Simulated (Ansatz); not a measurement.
## Run report: C₂H₄FGaO, single-point calculation

The run: single-point calculation of C₂H₄FGaO. Method and program: RKS B3LYP-D4/def2-TZVPP (Ansatz 0.2.0).

The geometry comes from this level: PBE0-D4/def2-TZVP. Figures and captions count atoms from 1; the log counts them from 0 in places.

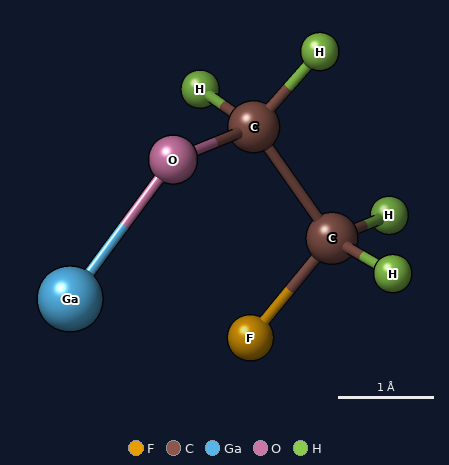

*The input geometry (ball-and-stick view, seen at a tilt). Sticks mark near contacts.*

## Results in brief

```tsv
quantity	value
outcome	converged
total energy	−59286.5593 eV
mean-field energy	−59286.2365 eV
dispersion energy	−0.3228 eV
SCF solution under orbital rotations	stable
HOMO	−6.65 eV
LUMO	−1.16 eV
largest force (length of the vector)	0.444 eV/Å
dipole moment	1.26 D
hardware	4 threads of Intel Xeon, 163 GiB of memory available, shared host
wall time	3.3 s (CPU time 12 s)
peak memory	0.65 GiB
```

## Input file
```yaml
crystal:
  periodic: [false, false, false]
  atoms:
    - {symbol: F, position_ang: [0.167498, 0.427094, -1.585628]}
    - {symbol: C, position_ang: [0.127586, 0.863734, -0.257823]}
    - {symbol: Ga, position_ang: [1.000900, -2.216811, -1.053517]}
    - {symbol: C, position_ang: [-0.391909, -0.252972, 0.608339]}
    - {symbol: O, position_ang: [0.368269, -1.407059, 0.465537]}
    - {symbol: H, position_ang: [1.150602, 1.134761, 0.017167]}
    - {symbol: H, position_ang: [-0.518757, 1.744694, -0.219654]}
    - {symbol: H, position_ang: [-1.447400, -0.436730, 0.357662]}
    - {symbol: H, position_ang: [-0.368188, 0.096889, 1.650817]}
basis:
  gaussian: {orbitals: def2-TZVPP}
hamiltonian: {xc: {name: B3LYP}, dispersion: d4}
output: {forces: true, orbitals: {seedname: orbitals}}
```

Launch command:
```bash
ansatz run in.yaml --threads 4 --pin off --events-out ev --progress --plain --max-ram 10444MiB
```

## What the program printed
```
Functional definition: B3LYP
  name "B3LYP"
  cite "Stephens, Devlin, Chabalowski & Frisch, J. Phys. Chem. 98, 11623 (1994) doi:10.1021/j100096a001"
  cite "Becke, Phys. Rev. A 38, 3098 (1988) doi:10.1103/PhysRevA.38.3098"
  cite "Lee, Yang & Parr, Phys. Rev. B 37, 785 (1988) doi:10.1103/PhysRevB.37.785"
  cite "Vosko, Wilk & Nusair, Can. J. Phys. 58, 1200 (1980) doi:10.1139/p80-159"
  parameter a0 = 0.2
  parameter ax = 0.72
  parameter ac = 0.81
  exchange = (1 - a0 - ax)*slater_x + ax*b88_x + a0*exact_x
  correlation = (1 - ac)*vwn_rpa_c + ac*lyp_c
1306 factors; their error is unknown
mean field evaluation 1: about -59277.0553 eV, gradient 6.9e1 eV
mean field evaluation 2: about -59176.9241 eV, gradient 2.0e2 eV
mean field evaluation 4: about -59285.6508 eV, gradient 1.7e1 eV
mean field evaluation 8: about -59286.0917 eV, gradient 1.3e-1 eV
mean field evaluation 16: about -59286.2363 eV, gradient 1.1e-2 eV
mean field -59286.23627853 eV, -2178.7289975817 hartree, gradient 2.8e-5 eV, S^2 0.000000; 0 other end points of the search recorded, 0 dependent functions left out
the calculation of the forces begins
reference -59286.23653738 eV, -2178.7290070942 hartree; 32, 32 occupied and 196, 196 virtual orbitals, 1306 factors
Total energy: -59286.55928901 eV, -2178.7408679980 hartree
Atom 0 at     0.167498     0.427094    -1.585628 Å, force     0.011110    -0.089071    -0.403521 eV/Å
Atom 1 at     0.127586     0.863734    -0.257823 Å, force     0.057732     0.319105     0.302947 eV/Å
Atom 2 at     1.000900    -2.216811    -1.053517 Å, force     0.110351    -0.163455    -0.198680 eV/Å
Atom 3 at    -0.391909    -0.252972     0.608339 Å, force    -0.264783     0.156798     0.210176 eV/Å
Atom 4 at     0.368269    -1.407059     0.465537 Å, force     0.071034    -0.153818     0.138546 eV/Å
Atom 5 at     1.150602     1.134761     0.017167 Å, force    -0.065583    -0.008174    -0.019454 eV/Å
Atom 6 at    -0.518757     1.744694    -0.219654 Å, force     0.044866    -0.048464    -0.005342 eV/Å
Atom 7 at    -1.447400    -0.436730     0.357662 Å, force     0.048009     0.005486     0.020314 eV/Å
Atom 8 at    -0.368188     0.096889     1.650817 Å, force    -0.012734    -0.018407    -0.044986 eV/Å
Dipole moment:    -0.072683     0.233120     0.093616 e Å
```

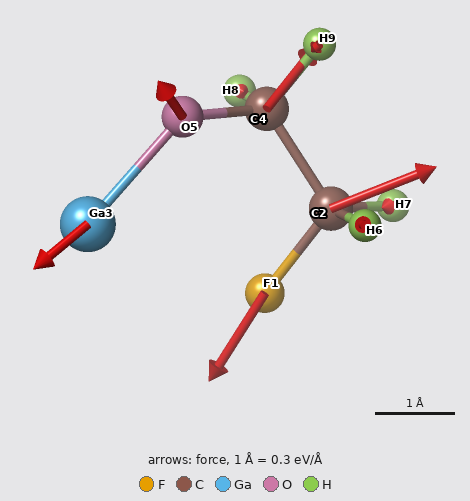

*Forces on the atoms as red arrows (ball-and-stick view, seen at a tilt; atoms are numbered from 1 in the order of the input).*

The largest act on C2 (0.44 eV/Å); F1 (0.41 eV/Å); C4 (0.37 eV/Å); Ga3 (0.28 eV/Å), among others. The geometry is not a stationary point of this energy.

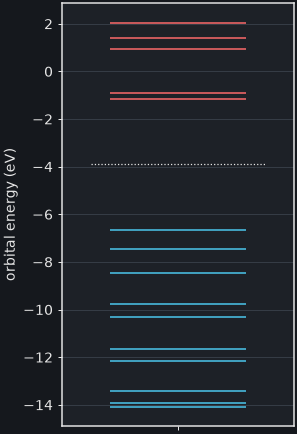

*Orbital energies near the frontier; the dotted line parts filled from empty levels, and levels within 0.02 eV of each other stand side by side.*

Highest filled −6.65 eV, lowest empty −1.16 eV, 5.49 eV apart.
